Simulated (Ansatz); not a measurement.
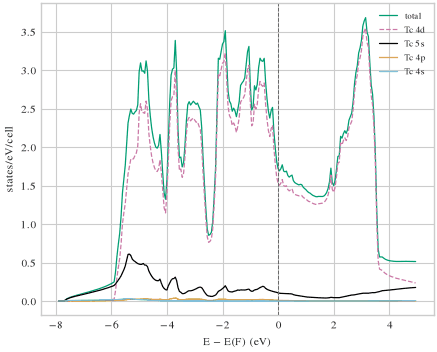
*Total and projected density of states of Tc (hcp (Mg type), space group No. 194), r²SCAN in the plane-wave PAW code Ansatz*

**Question.** Which orbitals carry the states next to the Fermi level?

**Answer.** Within 0.5 eV of the Fermi level: Tc 4d 90 %, Tc 5s 6 %. Projections are on Löwdin-orthogonalised atomic valence shells; empty p or d shells of many metals are not among them.

**Question.** Where is the tallest occupied peak in this window, and what makes it?

**Answer.** Near -1.9 eV, about 3.5 states/eV per cell; the largest projected share is Tc 4d.

Space group P6_3/mmc (hcp (Mg type)). The cell was relaxed with r²SCAN under the symmetry of its start. At this level the phase is dynamically unstable (imaginary phonons). The run is not spin-polarised. Spin–orbit coupling is left out wherever it is not named.

Potentials: the later of the program's two PAW sets.
